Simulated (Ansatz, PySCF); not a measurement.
Bond stretch in Si₂, triplet.

- UKS-BP86/6-31G* = PySCF with unrestricted BP86/6-31G*, spherical d
- UCCSD(T) = CCSD(T) on UHF/cc-pVQZ, frozen core (Ansatz, a first-principles code)
- UMP2 = MP2 on UHF/cc-pVQZ, frozen core (Ansatz)
- UHF/cc-pVQZ (Ansatz)
- ROMP2 = MP2 on ROHF/cc-pVQZ, frozen core (Ansatz)

Energies are in kJ/mol, each relative to the lowest point of its own curve near equilibrium.

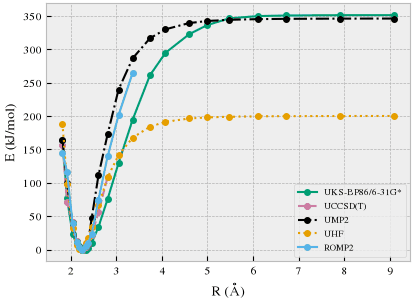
Figure: Energy against bond length for each method.

| R / Å | UKS-BP86/6-31G* | UCCSD(T) | UMP2 | UHF | ROMP2 |
|---|---|---|---|---|---|
| 1.82 | 163.9 | 157.0 | 163.9 | 188.8 | 144.6 |
| 1.92 | 77.2 | 71.3 | 99.5 | 98.4 | 116.4 |
| 2.04 | 23.5 | 41.1 | 40.2 | 32.0 | 39.7 |
| 2.13 | 7.8 | 12.5 | 11.5 | 6.5 | 11.4 |
| 2.18 | 5.4 | 4.3 | 3.7 | 0.6 | 3.6 |
| 2.25 | 1.5 | 0.0 | 0.0 | 0.0 | 0.0 |
| 2.34 | 0.0 | 4.0 | 4.9 | 9.6 | 4.9 |
| 2.38 | 2.0 | 8.4 | 9.6 | 16.8 | 9.7 |
| 2.46 | 9.8 | 21.6 | 46.8 | 34.4 | 22.8 |
| 2.61 | 33.8 | 55.9 | 111.4 | 66.1 | 74.7 |
| 2.81 | 75.6 | 109.0 | 172.9 | 108.1 | 139.7 |
| 3.05 | 129.6 | — | 239.8 | 141.5 | 201.3 |
| 3.36 | 194.9 | — | 286.7 | 167.7 | 265.2 |
| 3.74 | 261.4 | — | 316.8 | 184.2 | — |
| 4.08 | 294.9 | — | 330.1 | 191.4 | — |
| 4.60 | 322.8 | — | 339.5 | 196.4 | — |
| 5.00 | 336.6 | — | 342.6 | 198.1 | — |
| 5.48 | 346.6 | — | 344.4 | 199.1 | — |
| 6.10 | 349.9 | — | 345.4 | 199.7 | — |
| 6.73 | 350.8 | — | 345.8 | 199.9 | — |
| 7.91 | 351.3 | — | 346.2 | 200.1 | — |
| 9.09 | 351.4 | — | 346.3 | 200.2 | — |

At the longest distance, 9.09 Å, UKS-BP86/6-31G* lies highest above its minimum (351.4 kJ/mol) and UHF lowest (200.2 kJ/mol).

A dash means that the run gave no value there, or that the column was ended at a point which the program doubted or which failed a test of continuity chosen for this set; such a test can also cut sound points.

The unrestricted determinant behind UKS-BP86/6-31G* is spin-contaminated at 3.74 to 9.09 Å (<S²> up to 3.0, against 2.00 for a pure triplet). The unrestricted solution behind UCCSD(T), UMP2, UHF changes between 2.81 and 3.05 Å, which can leave a kink. The unrestricted determinant behind UCCSD(T), UMP2, UHF is spin-contaminated at 2.46 to 9.09 Å (<S²> up to 3.1, against 2.00 for a pure triplet). The T1 diagnostic of CCSD on the restricted reference of ROMP2 exceeds 0.045 at 2.61 to 3.74 Å.
